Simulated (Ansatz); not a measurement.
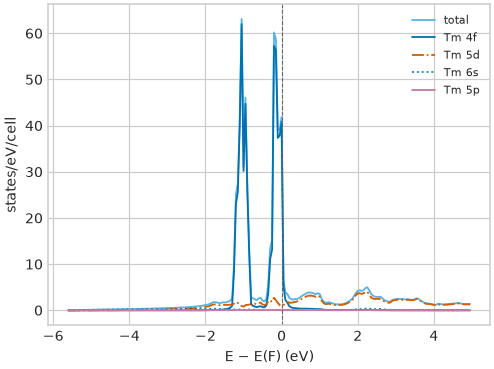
Fig. 1. Total and projected density of states of Tm (hcp (Mg type), P6_3/mmc), the program Ansatz at the LDA level (PAW)

Task: Which orbitals carry the states next to the Fermi level?

Result: Within 0.5 eV of the Fermi level: Tm 4f 88 %, Tm 5d 12 %. Projections are on Löwdin-orthogonalised atomic valence shells; empty p or d shells of many metals are not among them.

Task: Where is the tallest occupied peak in this window, and what makes it?

Result: Near -1.0 eV, about 63 states/eV per cell; the largest projected share is Tm 4f.

Symmetry was held in the LDA relaxation. Magnetic state: ferromagnetic, chosen from 2 collinear starts compared on coarse meshes (ties went to the first, and starts can fall back to one state), not a proven ground state. Textbook magnetic order: modulated, then ferrimagnetic on cooling. The 4f shell is in the valence, and the state reached may lie above the lowest one. The program gave a warning on the electronic state, which may not be the lowest. No Hubbard U is applied. Spin–orbit coupling is left out wherever it is not named.

Potentials: the earlier of the program's two PAW sets. The files were generated under PBE; for other functionals the program regenerates the frozen cores, and for LDA and PBEsol the local potential too.
